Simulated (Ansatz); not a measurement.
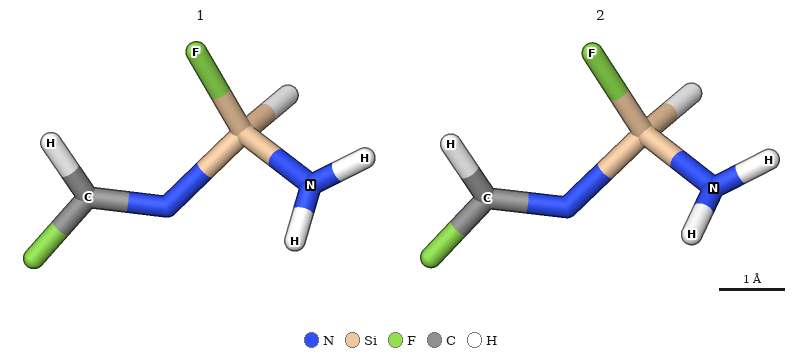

Two geometries of CH4F2N2Si, drawn at one scale. One is the start of a relaxation, the other its converged end. A stick model, seen at a tilt.

Level of theory: Ansatz, RKS PBE0-D4/def2-TZVP. Set-up: force threshold 0.005 eV/Å; at most 150 steps.

Question: Which of the two is the end point?

Answer: Structure 1 is the relaxed one. The start comes from PBE-D4/def2-SVP. The largest move after the best rigid fit is that of an H atom, 0.19 Å. By element the largest moves are H 0.19 Å, N 0.07 Å, F 0.07 Å, C 0.03 Å, Si 0.02 Å. Some distances before and after: F–Si 1.654 → 1.606 Å, N–Si 1.749 → 1.722 Å, N–Si 1.713 → 1.686 Å, C–H 1.114 → 1.094 Å. Bond angles that change, for instance: Si–N–H 121.4° → 123.7°. After 11 accepted moves (13 points after the start) the energy has fallen by 0.093 eV. The largest force component goes from 0.92 to 0.0035 eV/Å. The line search rejected the trial steps at points 4, 12 of the run.
